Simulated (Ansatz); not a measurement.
**[SF3]+ (SMILES F[S+](F)F) at BLYP/6-311+G(d,p)**

What is the vertical ionisation energy of [SF3]+ at BLYP/6-311+G**? 

Program for the calculation: Ansatz 0.2.0.

2 further runs of the same task are left out: 2 set aside as unsound or not needed.

## (1) Starting point

[SF3]+: 4 atoms, total charge +1, spin state singlet. SMILES: `F[S+](F)F`. The shape is that of a PBE0-D4/def2-TZVP optimisation.

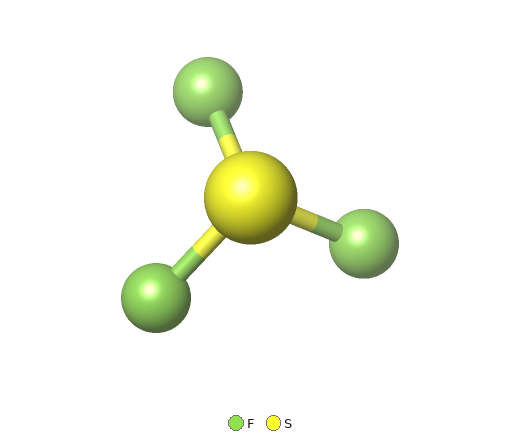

The structure, seen from a chosen angle (fluorine green, sulfur yellow).

## (2) The energy at BLYP/6-311+G(d,p)

Contents of input.yaml:

```yaml
crystal:
  periodic: [false, false, false]
  atoms:
    - {symbol: F, position_ang: [0.623020, 0.191030, 1.167760]}
    - {symbol: S, position_ang: [0.432770, -0.058560, -0.301740]}
    - {symbol: F, position_ang: [-0.545420, -1.197460, -0.238600]}
    - {symbol: F, position_ang: [-0.510370, 1.064990, -0.627420]}
basis:
  gaussian:
    orbitals: 6-311+G_st__st_-spherical.json
total_charge: 1
hamiltonian:
  xc: {name: BLYP}
accuracy: high
output: {orbitals: {seedname: orbitals}}
```

The basis set 6-311+G** is read from a file made from the Basis Set Exchange's data (not shown).

The run is started by

```
ansatz run input.yaml --threads 1 --pin off --max-ram 3480MiB --events-out events.jsonl --progress --plain --runs-dir runs
```

The log of the run:

```text
Warning: RAYON_NUM_THREADS=1 ignored (pool sized by the plan → 1); use --threads N
Functional definition: BLYP
  name "BLYP"
  parameter beta = 0.0042
  parameter a = 0.04918
  parameter b = 0.132
  parameter c = 0.2533
  parameter d = 0.349
  exchange = b88_x(beta = beta)
  correlation = lyp_c(a = a, b = b, c = c, d = d)
1727 factors; integrals over basis functions are off by at most 4.4e-9 eV
mean field evaluation 1: about -18962.6928 eV, gradient 1.0e2 eV
mean field evaluation 2: about -18895.2694 eV, gradient 2.3e2 eV
mean field evaluation 4: about -18976.6132 eV, gradient 6.4e0 eV
mean field evaluation 8: about -18976.6700 eV, gradient 8.0e-2 eV
mean field evaluation 16: about -18976.6700 eV, gradient 2.0e-6 eV
mean field -18976.67001621 eV, -697.3797602469 hartree, gradient 8.7e-9 eV, S^2 0.000000; 0 other end points of the search recorded, 0 dependent functions left out
reference -18976.67006649 eV, -697.3797620945 hartree; 21, 21 occupied and 75, 75 virtual orbitals, 1727 factors
Total energy: -18976.67006649 eV, -697.3797620945 hartree
```

It took 1.6 s on 1 thread of AMD EPYC 9R45 (Zen 5), shared host; peak memory 0.23 GiB.

## (3) Doublet [SF3]2+ at the same level

Contents of run.yaml:

```yaml
crystal:
  periodic: [false, false, false]
  atoms:
    - {symbol: F, position_ang: [0.623020, 0.191030, 1.167760]}
    - {symbol: S, position_ang: [0.432770, -0.058560, -0.301740]}
    - {symbol: F, position_ang: [-0.545420, -1.197460, -0.238600]}
    - {symbol: F, position_ang: [-0.510370, 1.064990, -0.627420]}
basis:
  gaussian:
    orbitals: 6-311+G_st__st_-spherical.json
total_charge: 2
magnetization:
  spin_polarized: true
  initial_magnetization: 1
hamiltonian:
  xc: {name: BLYP}
accuracy: high
output:
  orbitals: {seedname: orbitals}
```

The basis set 6-311+G** is read from a file made from the Basis Set Exchange's data (not shown).

The run is started by

```
ansatz run run.yaml --threads 1 --pin off --max-ram 3480MiB --events-out events.jsonl --progress --plain --runs-dir runs
```

The log of the run (excerpt; [...] marks lines left out):

```text
Warning: RAYON_NUM_THREADS=1 ignored (pool sized by the plan → 1); use --threads N
[... 9 set-up lines as earlier in the session ...]
1725 factors; integrals over basis functions are off by at most 4.3e-9 eV
mean field evaluation 1: about -18924.4582 eV, gradient 1.0e2 eV
mean field evaluation 2: about -18727.5732 eV, gradient 2.6e2 eV
mean field evaluation 4: about -18953.8705 eV, gradient 1.6e1 eV
mean field evaluation 8: about -18954.8118 eV, gradient 2.9e-1 eV
mean field evaluation 16: about -18954.8121 eV, gradient 6.2e-5 eV
mean field evaluation 32: about -18954.1755 eV, gradient 3.3e0 eV
mean field -18954.81213364 eV, -696.5764978781 hartree, gradient 3.5e-8 eV, S^2 0.752193; 3 other end points of the search recorded, 0 dependent functions left out
reference -18954.81218519 eV, -696.5764997727 hartree; 21, 20 occupied and 75, 76 virtual orbitals, 1725 factors
Total energy: -18954.81218519 eV, -696.5764997727 hartree
```

Wall time 3.3 s (1 thread of AMD EPYC 9R45 (Zen 5), shared host); peak memory 0.28 GiB.

## (4) Outcome

Level: BLYP/6-311+G**.

| quantity | value |
| --- | --- |
| singlet [SF3]+: total energy | -697.37976 Eh |
| singlet [SF3]+: HOMO energy | -17.58 eV |
| singlet [SF3]+: LUMO energy | -10.19 eV |
| singlet [SF3]+: HOMO–LUMO gap | 7.39 eV |
| doublet [SF3]2+: total energy | -696.57650 Eh |
| doublet [SF3]2+: HOMO energy (highest over α and β) | -27.38 eV |
| doublet [SF3]2+: LUMO energy (lowest over α and β) | -26.13 eV |
| doublet [SF3]2+: ⟨S²⟩ | 0.752 |
| vertical ionisation energy (to the doublet dication) | 21.858 eV |

Removing an electron at fixed nuclei costs 21.86 eV (2109 kJ/mol). −ε(HOMO) before ionisation, 17.58 eV, is 4.28 eV below this ionisation energy.
